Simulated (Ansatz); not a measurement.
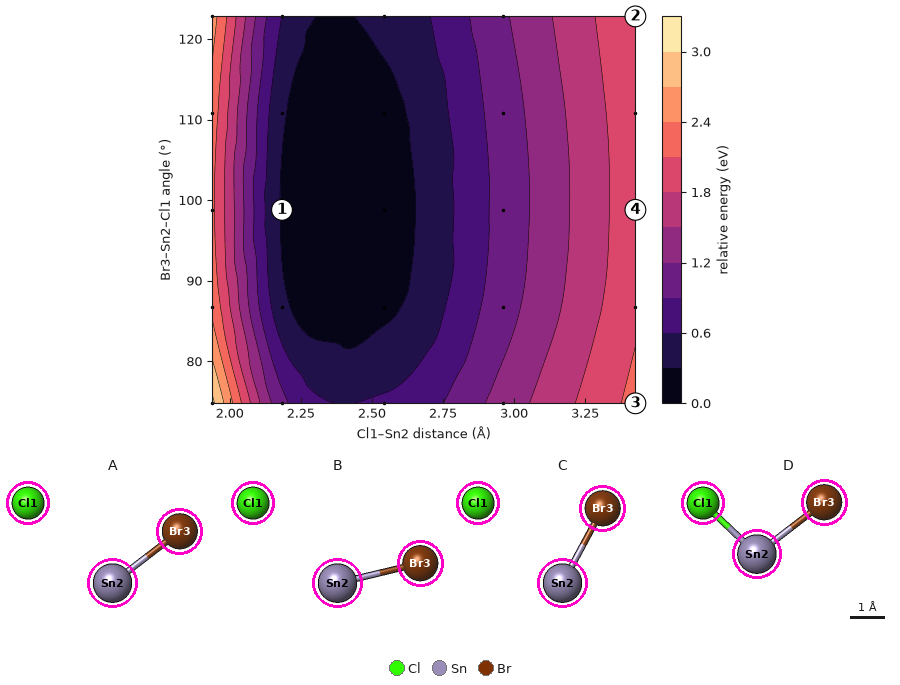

A scan of SnBrCl: the Cl1–Sn2 distance and the Br3–Sn2–Cl1 angle are varied on a grid, with the rest of the molecule carried along rigidly. The map is interpolated between the computed points (dots). The frames are shuffled; each belongs to one numbered point. A ball-and-stick model, seen face on. The ringed atoms are those of the scanned coordinates.

Computed with Ansatz: r2SCAN-D4, basis def2-TZVPP, on geometries moved rigidly from the minimum at PBE0-D4/def2-TZVP. Elements past krypton carry the basis set's effective core potentials. Energies are counted from the PBE0-D4/def2-TZVP minimum geometry at the same level.

Which frame belongs to which numbered point?

Answer. Point 1 is frame D, at (2.184, 98.8) and 0.268 eV; 2 is frame B, at (3.427, 122.8) and 2.082 eV; 3 is frame C, at (3.427, 74.8) and 2.193 eV; 4 is frame A, at (3.427, 98.8) and 1.995 eV. In pairs of (Cl1–Sn2 distance (Å); Br3–Sn2–Cl1 angle (°)): the lowest computed point lies at (2.543, 98.8) (0.144 eV), the highest at (1.938, 74.8) (3.078 eV).
